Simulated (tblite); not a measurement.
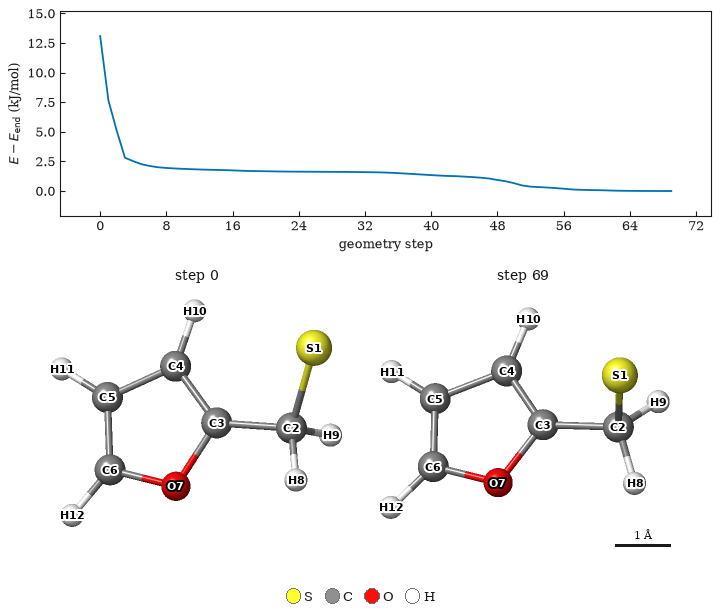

First and last geometry of a relaxation of C5H5OS (multiplicity 2), with the history of the run. Style: ball-and-stick. Shown at a tilt.

Computed with GFN2-xTB geometry optimisation, gas phase (tblite 0.8.0). 

**What do the curves and the structures tell?**

It converged. The largest move after the best rigid fit is that of S1, 0.77 Å. By element the largest moves are S 0.77 Å, H 0.62 Å, C 0.22 Å, O 0.20 Å. Near-neighbour distances that change, for instance: C3–C4 1.396 → 1.369 Å, C3–O7 1.371 → 1.349 Å, C2–H8 1.112 → 1.090 Å, C6–O7 1.362 → 1.343 Å. Among the angles between lasting bonds that change: H8–C2–H9 104.4° → 110.3°, S1–C2–H9 112.0° → 107.3°, C3–C2–H9 107.6° → 111.7°. Groups turn about C2–C3 by about 40°. After 69 geometry steps the energy has fallen by 13.1 kJ/mol.
